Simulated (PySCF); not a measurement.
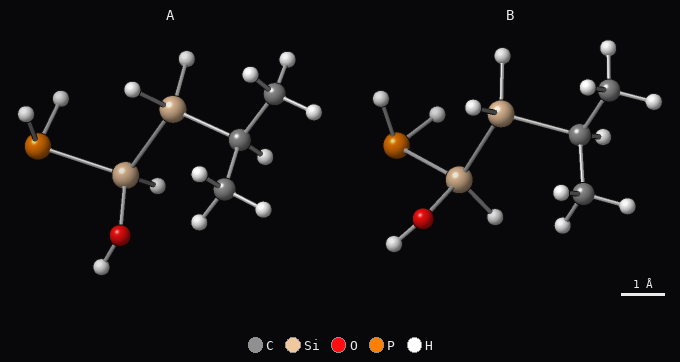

Two geometries of C₃H₁₃OPSi₂, drawn at one scale. One is the start of a relaxation, the other its converged end. Style: ball-and-stick. Shown from a free direction.

All numbers below come from PySCF, PBE0-D3(BJ)/def2-SVP geometry optimisation, gas phase. 

### Which of the two is the end point?

Structure A is the relaxed one. The start comes from GFN2-xTB. Its atoms were then displaced at random by about 0.01 Å. The energy falls by 0.375 eV in 17 geometry steps. The largest move after the best rigid fit is that of an H atom, 1.38 Å. Largest moves by element: H 1.38 Å, O 1.05 Å, P 0.71 Å, C 0.57 Å, Si 0.45 Å. Among the contacts that change: C–Si 1.952 → 1.901 Å, O–Si 1.636 → 1.680 Å, H–P 1.387 → 1.430 Å, Si–Si 2.303 → 2.340 Å. Among the angles between lasting bonds that change: Si–Si–H 119.3° → 111.4°, Si–Si–H 113.5° → 107.0°, Si–Si–H 114.5° → 108.3°. Groups turn about Si–Si by about 50°.
